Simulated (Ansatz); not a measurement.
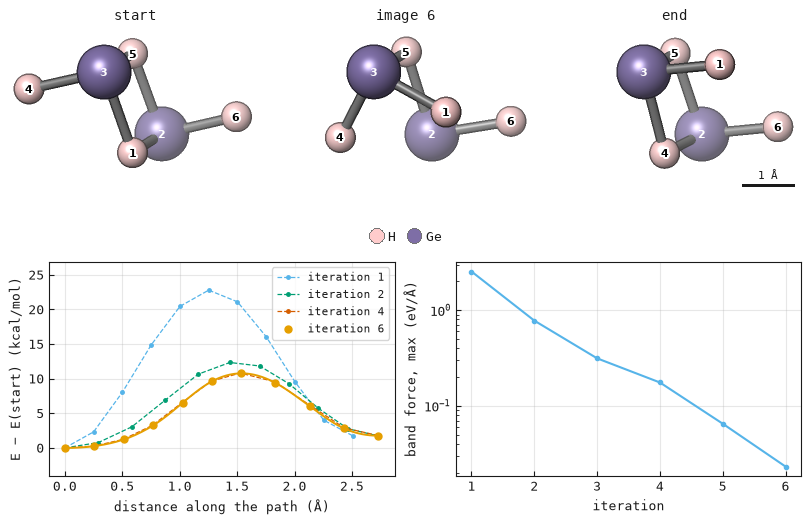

A nudged-elastic-band calculation for Ge2H4. Images are numbered from 0 (start) to 10 (end). The plot follows the band through its iterations. Style: ball-and-stick. Shown at a tilt.

These are results of UKS BLYP-D4/def2-SVPD in Ansatz 0.2.0, not measurements. Set-up: 9 movable images; climbing image; force threshold 0.05 eV/Å; iteration limit 60; starting path by straight interpolation.

### Did the band converge, and can the barrier be trusted?

The run is converged, with reservations. The band converged in 6 iterations. The largest component of the band force went from 2.5 to 0.023 eV/Å. The climbing image converged on the top of the path. Its curvatures weren't checked. The straight starting path can push atoms close together and costs iterations. The first iteration put the highest image at 22.8 kcal/mol. The highest point, image 6, lies 10.8 kcal/mol above the start and 9.0 kcal/mol above the end; the end is at +1.8 kcal/mol relative to the start.

Cost: 2.8 min on 4 threads of Arm Neoverse N1, on a shared host, peak memory 0.21 GiB.
